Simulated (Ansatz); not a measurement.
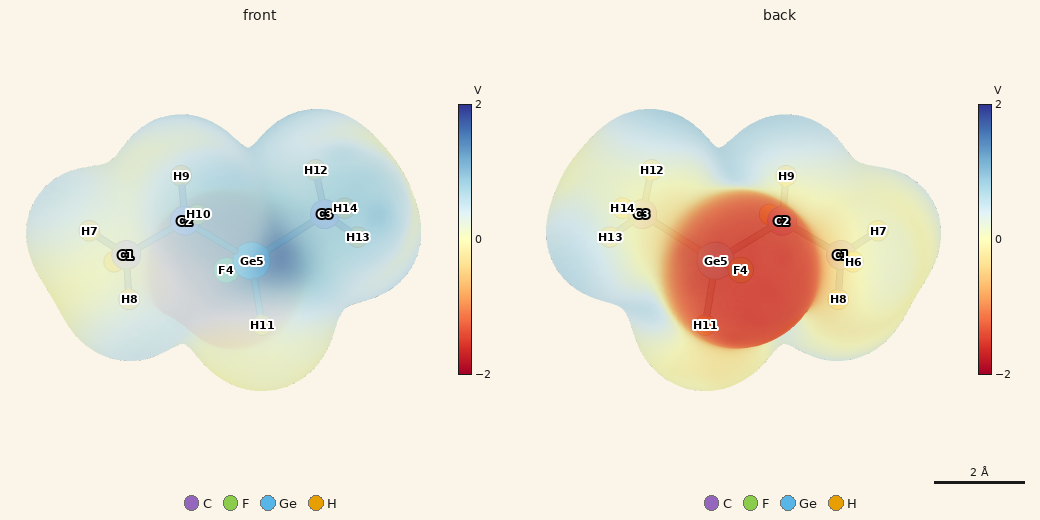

*C₃H₉FGe. The molecular electrostatic potential painted on the density surface at 0.001 e/bohr³, seen from the front and from behind; red is negative and blue positive.*

Geometry: PBE0-D3(BJ)/pcseg-1.

The calculation used Ansatz, isolated molecule in a Gaussian basis; Kohn-Sham density functional theory, functional PBE0.

```xyz
14

C    -0.6289    0.8576    3.5059
C    -0.0437    0.1135    2.3140
C    -0.6503   -0.9792   -0.7254
F    -2.0702    1.3182    0.5227
Ge   -1.3706   -0.2743    0.9358
H    -1.0945    1.7994    3.1926
H     0.1441    1.0959    4.2474
H    -1.3993    0.2640    4.0142
H     0.7542    0.6999    1.8381
H     0.4123   -0.8384    2.6223
H    -2.5628   -1.0909    1.4706
H     0.1490   -0.3282   -1.0954
H    -1.4380   -1.0334   -1.4842
H    -0.2430   -1.9852   -0.5708
```

Question: Describe the electrostatic potential map.

Answer: The most negative region (about −1.5 V) lies over F4, the most positive (about +1.2 V) over Ge5.

Question: How polar is the molecule by this calculation?

Answer: Its dipole moment is 2.84 D.
